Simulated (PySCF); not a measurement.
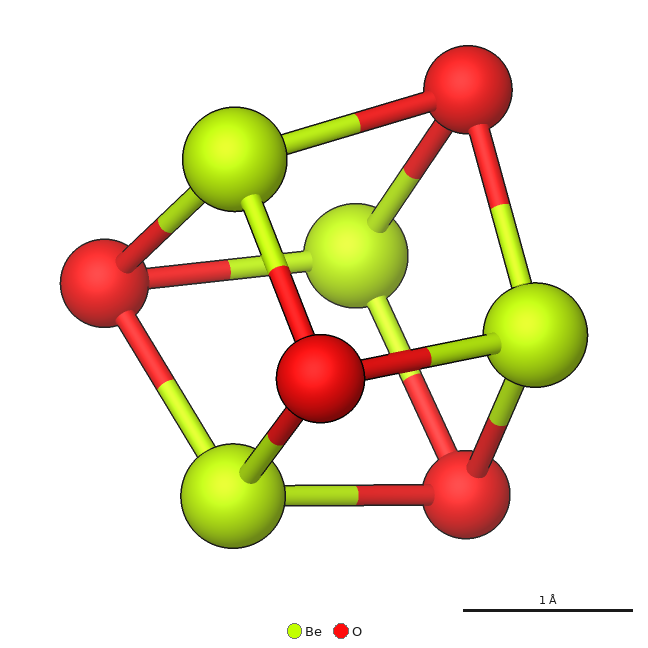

Ball-and-stick drawing of a structure.

Computed geometry: PBE0-D3(BJ)/def2-SVP optimisation. No frequency run is at hand to confirm it as a minimum.

Describe the molecule.

It has 8 atoms: 4 beryllium and 4 oxygen (Be4O4). This geometry has Td symmetry. Coordination: 4 Be trigonal pyramidal; 4 O trigonal pyramidal.

The parts below concern this one geometry. Atoms keep their numbers from picture to picture.

**Geometry**

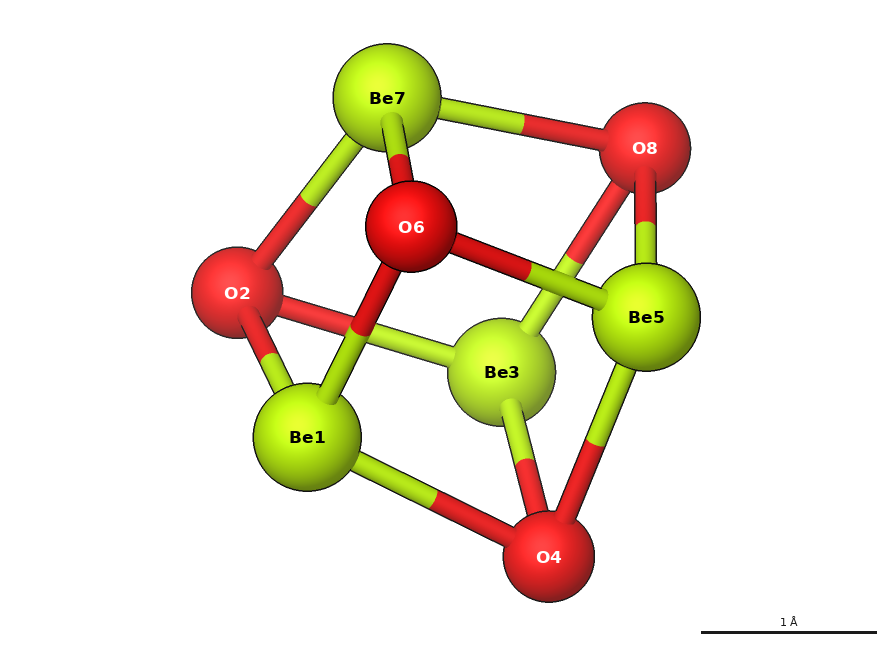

Atoms carry their numbers in the input. No frequency run is at hand to confirm it as a minimum.

Give the bond lengths.

```json
{"bond": "Be1–O2", "length (Å)": "1.624"}
{"bond": "Be1–O4", "length (Å)": "1.623"}
{"bond": "Be1–O6", "length (Å)": "1.624"}
{"bond": "O2–Be3", "length (Å)": "1.624"}
{"bond": "O2–Be7", "length (Å)": "1.623"}
{"bond": "Be3–O4", "length (Å)": "1.623"}
{"bond": "Be3–O8", "length (Å)": "1.624"}
{"bond": "O4–Be5", "length (Å)": "1.624"}
{"bond": "Be5–O6", "length (Å)": "1.624"}
{"bond": "Be5–O8", "length (Å)": "1.624"}
{"bond": "O6–Be7", "length (Å)": "1.624"}
{"bond": "Be7–O8", "length (Å)": "1.624"}
```

**Spin–spin coupling**

No frequency run is at hand to confirm it as a minimum. Method: B3LYP/pcJ-1 indirect spin-spin coupling, non-relativistic, gas phase (PySCF 2.14.0). Isotopes: 17O.

Give the spin–spin coupling constants of these pairs, with the number of bonds between them: O2/O8, O2/O6, O2/O4, O4/O6, O4/O8, O6/O8.

```csv
pair,bonds apart,J (Hz)
"O2, O8",2,−1.7
"O2, O6",2,−1.7
"O2, O4",2,−1.7
"O4, O6",2,−1.7
"O4, O8",2,−1.7
"O6, O8",2,−1.7
```

**Levels of theory compared**

No frequency run is at hand to confirm it as a minimum. Program: PySCF 2.14.0.

At this fixed geometry, give HOMO–LUMO gap (eV), HOMO energy (eV) at these levels: B3LYP/pcJ-1; B3LYP/pcSseg-1; PBE0/def2-SVPD; PBE0/pcSseg-1.

```json
{"level": "B3LYP/pcJ-1", "HOMO–LUMO gap (eV)": "6.26", "HOMO energy (eV)": "−8.25"}
{"level": "B3LYP/pcSseg-1", "HOMO–LUMO gap (eV)": "6.12", "HOMO energy (eV)": "−8.32"}
{"level": "PBE0/def2-SVPD", "HOMO–LUMO gap (eV)": "6.74", "HOMO energy (eV)": "−8.60"}
{"level": "PBE0/pcSseg-1", "HOMO–LUMO gap (eV)": "6.68", "HOMO energy (eV)": "−8.57"}
```

**NMR shielding**

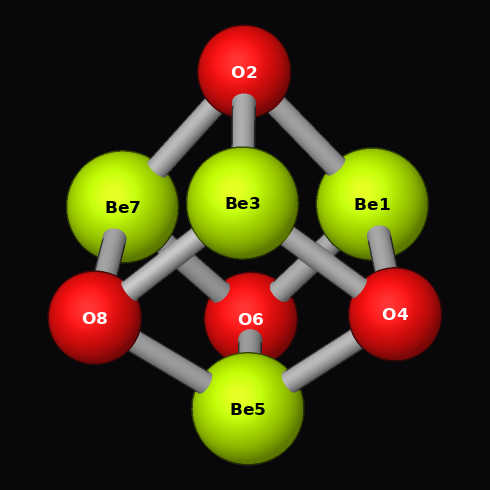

No frequency run is at hand to confirm it as a minimum. Level of theory: GIAO PBE0/pcSseg-1 NMR shielding, non-relativistic, gas phase (PySCF 2.14.0). Principal shieldings σ11 ≤ σ22 ≤ σ33, span Ω = σ33 − σ11, skew κ = 3(σiso − σ22)/Ω.

Give the shielding tensors of the O atoms.

| atom | σ11 | σ22 | σ33 | σiso | Ω | κ |
| --- | --- | --- | --- | --- | --- | --- |
| O2, O4, O6… | 138.9 | 139.1 | 291.2 | 189.7 | 152.3 | 1.00 |

Shieldings and span in ppm.
